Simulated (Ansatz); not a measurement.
**SiHClF2: nudged elastic band**

SiHClF2, computed with RKS PBE/def2-SVP (Ansatz 0.2.0).

It belongs to a series of runs on one base structure; here: band between the two ends. Figures and captions count atoms from 1; the log counts them from 0 in places.

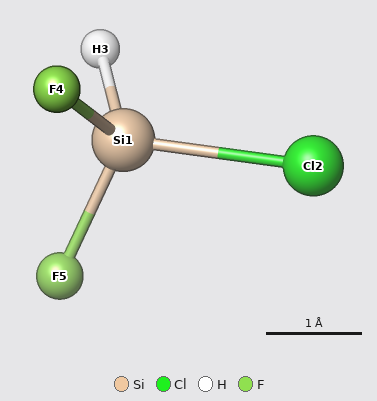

The input geometry (ball-and-stick view, seen at a tilt; atoms are numbered from 1 in the order of the input). Bond lengths as drawn: Cl–Si 2.05 Å, F–Si 1.62 Å and H–Si 1.48 Å.

Input file:
```yaml
crystal:
  periodic: [false, false, false]
  atoms:
    - { symbol: Si, position_ang: [0.316586, 0.0, 0.106818] }
    - { symbol: Cl, position_ang: [0.642906, 0.0, 2.127697] }
    - { symbol: H, position_ang: [1.587334, 0.0, -0.657394] }
    - { symbol: F, position_ang: [-0.558713, 1.305681, -0.282861] }
    - { symbol: F, position_ang: [-0.558713, -1.305681, -0.282861] }
basis:
  gaussian: { orbitals: def2-SVP }
hamiltonian:
  xc: pbe
neb:
  order_check: false
  images: 6
  f_tol: 0.05
  max_iterations: 60
  climbing: false
  final_atoms:
    - { symbol: Si, position_ang: [-0.32620526, 0.00015324, -0.85719909] }
    - { symbol: Cl, position_ang: [1.5716003, 0.00019439, 1.6050584] }
    - { symbol: H, position_ang: [2.57638672, -0.00028839, 0.78226319] }
    - { symbol: F, position_ang: [-1.19628706, 1.26646136, -0.25911808] }
    - { symbol: F, position_ang: [-1.19609469, -1.26652061, -0.25960542] }
  initial_path:
    images:
      - { positions_ang: [[0.316586, 0.0, 0.106818], [0.642906, 0.0, 2.127697], [1.587334, 0.0, -0.657394], [-0.558713, 1.305681, -0.282861], [-0.558713, -1.305681, -0.282861]] }
      - { positions_ang: [[0.22617618, 0.0, 0.07623733], [0.82207236, 0.0, 2.07788004], [1.60694226, 0.0, -0.43561676], [-0.6128954, 1.303315, -0.35355081], [-0.6128954, -1.303315, -0.35355081]] }
      - { positions_ang: [[0.13576637, 0.0, 0.04565666], [1.00123872, 0.0, 2.02806309], [1.62655052, 0.0, -0.21383952], [-0.6670778, 1.300949, -0.42424062], [-0.6670778, -1.300949, -0.42424062]] }
      - { positions_ang: [[0.04535655, 0.0, 0.01507599], [1.18040508, 0.0, 1.97824613], [1.64615878, 0.0, 0.00793772], [-0.72126021, 1.298583, -0.49493042], [-0.72126021, -1.298583, -0.49493042]] }
      - { positions_ang: [[-0.04647077, 2.189e-05, -0.12264074], [1.31307569, 2.777e-05, 1.90358348], [1.78745203, -4.12e-05, 0.21360303], [-0.81234221, 1.29298019, -0.49153858], [-0.81231473, -1.29298866, -0.4916082]] }
      - { positions_ang: [[-0.1397156, 6.567e-05, -0.36749352], [1.39925056, 8.331e-05, 1.80407512], [2.05043026, -0.00012359, 0.40315642], [-0.94032383, 1.28414058, -0.41406508], [-0.94024139, -1.28416598, -0.41427394]] }
      - { positions_ang: [[-0.23296043, 0.00010946, -0.6123463], [1.48542543, 0.00013885, 1.70456676], [2.31340849, -0.00020599, 0.59270981], [-1.06830544, 1.27530097, -0.33659158], [-1.06816804, -1.27534329, -0.33693968]] }
      - { positions_ang: [[-0.32620526, 0.00015324, -0.85719909], [1.5716003, 0.00019439, 1.6050584], [2.57638672, -0.00028839, 0.78226319], [-1.19628706, 1.26646136, -0.25911808], [-1.19609469, -1.26652061, -0.25960542]] }
```

Machine: 1 thread of AMD EPYC (Zen 3), 192 GiB of memory available, shared host.

Launched with:
```bash
ansatz run input.yaml --threads 1 --pin off --max-ram 2048MiB --backend cpu --events-out ev --progress --plain --runs-dir out
```

The program's output:
```
Engine: ansatz 0.2.0, x86_64-unknown-linux-gnu
Functional definition: PBE
  parameter kappa = 0.804
  parameter beta = 0.06672455060314922
  exchange = pbe_x(kappa = kappa, mu = beta*pi^2/3)
  correlation = pbe_c(beta = beta)
745 factors; their error is unknown
mean field evaluation 1: about -25827.0394 eV, gradient 4.2e1 eV
mean field evaluation 2: about -25818.2203 eV, gradient 8.7e1 eV
mean field evaluation 4: about -25829.7314 eV, gradient 1.6e0 eV
mean field evaluation 8: about -25829.7427 eV, gradient 2.3e-2 eV
mean field evaluation 16: about -25829.6833 eV, gradient 4.8e-5 eV
mean field -25829.68329462 eV, -949.2233530893 hartree, gradient 2.2e-5 eV, S^2 0.000000; 0 other end points of the search recorded, 0 dependent functions left out
the calculation of the forces begins
reference -25829.68331958 eV, -949.2233540064 hartree; 25, 25 occupied and 44, 44 virtual orbitals, 745 factors
745 factors; their error is unknown
mean field evaluation 32: about -25827.4910 eV, gradient 1.3e-4 eV
mean field -25827.49101958 eV, -949.1427884674 hartree, gradient 2.7e-5 eV, S^2 0.000000; 0 other end points of the search recorded, 0 dependent functions left out
[... from here on the field's lines of each further geometry are left out, up to the last ...]
NEB iter   1: max|band force component| = 7.832e0 eV/Å  barrier→ = 3.9891 eV  barrier← = 1.7968 eV  Δτ_max = 0.1926 Å  (205 SCF iters)
NEB iter   2: max|band force component| = 4.540e0 eV/Å  barrier→ = 2.9175 eV  barrier← = 0.7252 eV  Δτ_max = 0.1991 Å  (179 SCF iters)
NEB iter   3: max|band force component| = 3.833e0 eV/Å  barrier→ = 3.0178 eV  barrier← = 0.8255 eV  Δτ_max = 0.1906 Å  (180 SCF iters)
NEB iter   4: max|band force component| = 1.049e0 eV/Å  barrier→ = 2.6208 eV  barrier← = 0.4285 eV  Δτ_max = 0.0975 Å  (181 SCF iters)
NEB iter   5: max|band force component| = 8.282e-1 eV/Å  barrier→ = 2.6622 eV  barrier← = 0.4699 eV  Δτ_max = 0.1884 Å  (166 SCF iters)
NEB iter   6: max|band force component| = 3.677e0 eV/Å  barrier→ = 2.7270 eV  barrier← = 0.5347 eV  Δτ_max = 0.1036 Å  (166 SCF iters)
NEB iter   7: max|band force component| = 6.001e-1 eV/Å  barrier→ = 2.6609 eV  barrier← = 0.4687 eV  Δτ_max = 0.1158 Å  (170 SCF iters)
NEB iter   8: max|band force component| = 2.406e-1 eV/Å  barrier→ = 2.6340 eV  barrier← = 0.4417 eV  Δτ_max = 0.0376 Å  (168 SCF iters)
NEB iter   9: max|band force component| = 6.645e-2 eV/Å  barrier→ = 2.6335 eV  barrier← = 0.4412 eV  Δτ_max = 0.1914 Å  (162 SCF iters)
NEB iter  10: max|band force component| = 4.639e0 eV/Å  barrier→ = 2.8572 eV  barrier← = 0.6650 eV  Δτ_max = 0.1018 Å  (187 SCF iters)
NEB iter  11: max|band force component| = 9.436e-1 eV/Å  barrier→ = 2.6902 eV  barrier← = 0.4980 eV  Δτ_max = 0.1236 Å  (174 SCF iters)
NEB iter  12: max|band force component| = 3.056e-1 eV/Å  barrier→ = 2.6358 eV  barrier← = 0.4435 eV  Δτ_max = 0.0688 Å  (167 SCF iters)
NEB iter  13: max|band force component| = 4.068e-1 eV/Å  barrier→ = 2.6439 eV  barrier← = 0.4516 eV  Δτ_max = 0.0322 Å  (157 SCF iters)
NEB iter  14: max|band force component| = 9.171e-2 eV/Å  barrier→ = 2.6388 eV  barrier← = 0.4465 eV  Δτ_max = 0.0340 Å  (144 SCF iters)
NEB iter  15: max|band force component| = 3.933e-1 eV/Å  barrier→ = 2.6447 eV  barrier← = 0.4524 eV  Δτ_max = 0.0158 Å  (153 SCF iters)
NEB iter  16: max|band force component| = 7.938e-2 eV/Å  barrier→ = 2.6393 eV  barrier← = 0.4470 eV  Δτ_max = 0.0208 Å  (148 SCF iters)
the calculation of the forces begins
reference -25827.45961739 eV, -949.1416344581 hartree; 25, 25 occupied and 44, 44 virtual orbitals, 745 factors
745 factors; their error is unknown
mean field evaluation 928: about -25827.0455 eV, gradient 5.8e-5 eV
mean field -25827.04553203 eV, -949.1264171018 hartree, gradient 5.8e-5 eV, S^2 0.000000; 1 other end points of the search recorded, 0 dependent functions left out
the calculation of the forces begins
reference -25827.04555792 eV, -949.1264180532 hartree; 25, 25 occupied and 44, 44 virtual orbitals, 745 factors
NEB iter  17: max|band force component| = 8.804e-3 eV/Å  barrier→ = 2.6378 eV  barrier← = 0.4455 eV  Δτ_max = 0.0000 Å  (288 SCF iters)
```

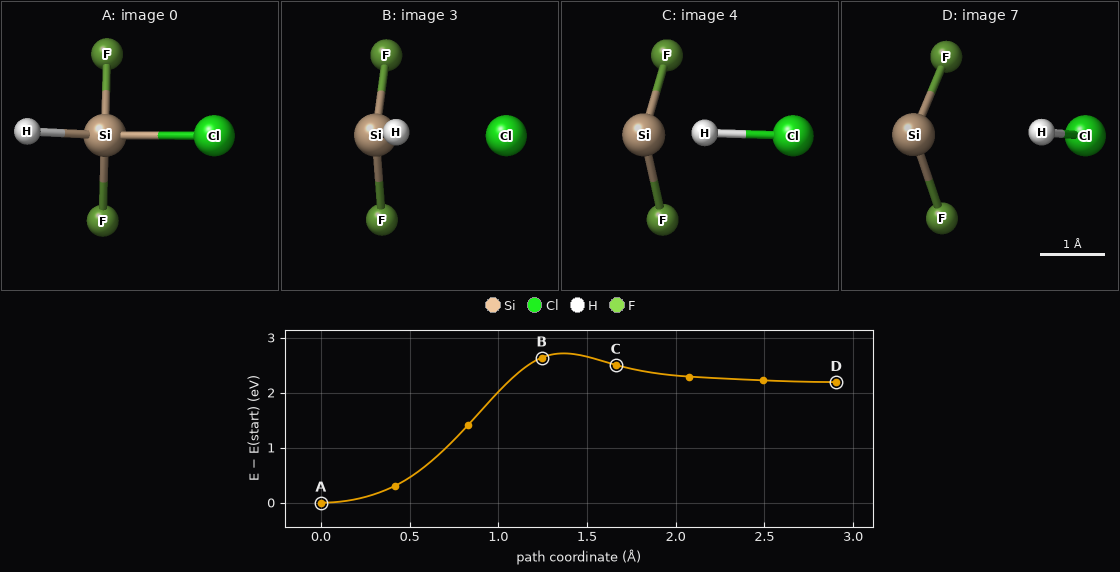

Images of the last band (counted from 0; ball-and-stick, seen at a tilt) above the energy along the path; the line is a cubic interpolation that uses the forces. The highest image is number 3, 2.638 eV above the start and 0.445 eV above the end; the end lies 2.192 eV above the start. The path is 2.91 Å long. The band converged in 17 iterations.

```
Total energy: -25827.04555792 eV, -949.1264180532 hartree
Atom 0 at     0.199032     0.000003    -0.345921 Å, force     0.177254    -0.000003     0.830346 eV/Å
Atom 1 at     1.149214    -0.000005     1.880446 Å, force    -0.489982    -0.000001     0.120507 eV/Å
Atom 2 at     1.670303     0.000000     0.216054 Å, force     0.016220     0.000004    -0.871468 eV/Å
Atom 3 at    -0.794577     1.289182    -0.369584 Å, force     0.148254    -0.002120    -0.039692 eV/Å
Atom 4 at    -0.794571    -1.289180    -0.369595 Å, force     0.148254     0.002121    -0.039692 eV/Å
Dipole moment:     0.176199     0.000002    -0.334703 e Å
this run last wrote the band of iteration 17 to [file]
```

The last band as extended XYZ (Å, eV, eV/Å):
```
5
Properties=species:S:1:pos:R:3:forces:R:3 image=0 energy=-25829.68329
Si    0.3166    0.0000    0.1068    0.0022   0.0000  -0.0006
Cl    0.6429    0.0000    2.1277   -0.0004   0.0000   0.0016
H     1.5873    0.0000   -0.6574    0.0001   0.0000  -0.0007
F    -0.5587    1.3057   -0.2829   -0.0010   0.0004  -0.0001
F    -0.5587   -1.3057   -0.2829   -0.0010  -0.0004  -0.0001
5
Properties=species:S:1:pos:R:3:forces:R:3 image=1 energy=-25829.38070
Si    0.2588    0.0000    0.0555    0.1489   0.0000   0.5836
Cl    0.8385    0.0000    2.0294   -0.6778   0.0000   0.4116
H     1.6652    0.0000   -0.3770   -0.1143   0.0000  -1.1613
F    -0.6665    1.2721   -0.3483    0.3216  -0.0185   0.0830
F    -0.6665   -1.2721   -0.3483    0.3216   0.0185   0.0830
5
Properties=species:S:1:pos:R:3:forces:R:3 image=2 energy=-25828.26928
Si    0.2219    0.0000   -0.0961    0.2206  -0.0004   2.1842
Cl    1.0033    0.0000    1.9274   -1.3609   0.0000   0.4544
H     1.6965    0.0000   -0.0677    0.2291   0.0000  -2.4202
F    -0.7462    1.2770   -0.3761    0.4554  -0.1046  -0.1092
F    -0.7462   -1.2770   -0.3761    0.4557   0.1050  -0.1091
5
Properties=species:S:1:pos:R:3:forces:R:3 image=3 energy=-25827.04553
Si    0.1990    0.0000   -0.3459    0.1773   0.0000   0.8303
Cl    1.1492    0.0000    1.8804   -0.4900   0.0000   0.1205
H     1.6703    0.0000    0.2161    0.0162   0.0000  -0.8715
F    -0.7946    1.2892   -0.3696    0.1483  -0.0021  -0.0397
F    -0.7946   -1.2892   -0.3696    0.1483   0.0021  -0.0397
5
Properties=species:S:1:pos:R:3:forces:R:3 image=4 energy=-25827.17800
Si    0.1199    0.0000   -0.6013   -0.1627   0.0000  -0.6349
Cl    1.3389    0.0000    1.8205    0.3721   0.0000  -0.0973
H     1.6739    0.0000    0.4541    0.0093   0.0000   0.6659
F    -0.8517    1.2892   -0.3309   -0.1094  -0.0018   0.0331
F    -0.8516   -1.2892   -0.3310   -0.1094   0.0018   0.0331
5
Properties=species:S:1:pos:R:3:forces:R:3 image=5 energy=-25827.39146
Si   -0.0474    0.0000   -0.7578   -0.0708   0.0000  -0.0893
Cl    1.5380    0.0000    1.8321    0.0689   0.0000   0.0334
H     1.9045    0.0000    0.5720    0.1193   0.0000   0.0986
F    -0.9829    1.2762   -0.3174   -0.0587  -0.0098  -0.0213
F    -0.9828   -1.2762   -0.3175   -0.0587   0.0098  -0.0213
5
Properties=species:S:1:pos:R:3:forces:R:3 image=6 energy=-25827.45959
Si   -0.1904    0.0001   -0.8008   -0.0302   0.0000  -0.0105
Cl    1.5624   -0.0001    1.7385   -0.0166   0.0000  -0.0166
H     2.2591    0.0000    0.6422    0.1175   0.0000   0.0430
F    -1.1009    1.2701   -0.2841   -0.0353   0.0048  -0.0080
F    -1.1008   -1.2701   -0.2843   -0.0354  -0.0048  -0.0080
5
Properties=species:S:1:pos:R:3:forces:R:3 image=7 energy=-25827.49102
Si   -0.3262    0.0002   -0.8572    0.0027   0.0000   0.0021
Cl    1.5716    0.0002    1.6051   -0.0085   0.0000   0.0015
H     2.5764   -0.0003    0.7823    0.0041   0.0000  -0.0051
F    -1.1963    1.2665   -0.2591    0.0008  -0.0043   0.0007
F    -1.1961   -1.2665   -0.2596    0.0009   0.0043   0.0008
```

Key numbers:

| quantity | value |
| --- | --- |
| outcome | converged |
| barrier, forward | 2.638 eV |
| barrier, backward | 0.446 eV |
| wall time | 2.2 min |
| peak memory | 0.12 GiB |

The order of the saddle point was not checked.
